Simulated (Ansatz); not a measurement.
# Zn3GeO: the cost of one run

Method: DFT PBE, scalar-relativistic, plane waves, PAW, in Ansatz 0.2.0.

### Step 1. The starting structure

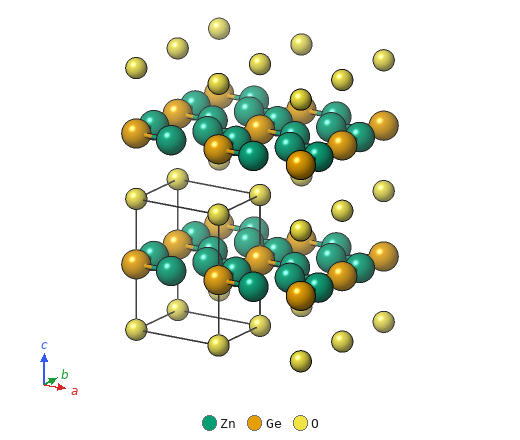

Start, viewed slightly off an axis; zinc teal, germanium amber, oxygen yellow. 2×2×2 cells are drawn. Atoms on the faces are drawn again on the opposite ones.

Coordinates:

```xyz
5
Lattice="4.4429 0.0000 0.0000 -2.2214 3.8476 0.0000 0.0000 0.0000 4.6801" Properties=species:S:1:pos:R:3 pbc="T T T"
Zn    1.8822    0.0000    2.3401
Zn   -0.9411    1.6300    2.3401
Zn    1.2803    2.2176    2.3401
Ge    0.0000    0.0000    2.3401
O     0.0000    0.0000    0.0000
```

A structure generator made this guess: random cell by space group and Wyckoff sites (P-62m, No. 189). The dimensions are guesses.

### Step 2. A first look at the guess

input.yaml reads:

```yaml
crystal:
  lattice:
    - [4.44287712, 0.0, 0.0]
    - [-2.22143856, 3.84764445, 0.0]
    - [0.0, 0.0, 4.68011608]
  atoms:
    - { symbol: Zn, position: [0.42364374, 0.0, 0.5] }
    - { symbol: Zn, position: [0.0, 0.42364374, 0.5] }
    - { symbol: Zn, position: [0.57635626, 0.57635626, 0.5] }
    - { symbol: Ge, position: [0.0, 0.0, 0.5] }
    - { symbol: O, position: [0.0, 0.0, 0.0] }
basis:
  ecutwfc: 420
kpoints:
  mp_grid: { grid: [6, 6, 4] }
hamiltonian:
  xc: pbe
scf:
  occupations: { method: gaussian, width: 0.1 }
  lower_state_search: "off"
output:
  forces: true
  stress: true
  eigenvalues: true
```

On the command line:

```sh
$ ansatz run input.yaml --threads 1 --pin off --max-ram 2560MiB --backend cpu --events-out ev --progress --plain --runs-dir out
```

What time and memory should one allow on 1 thread of Arm Neoverse N1, shared host?

About 10 s, with a peak of 0.33 GiB.
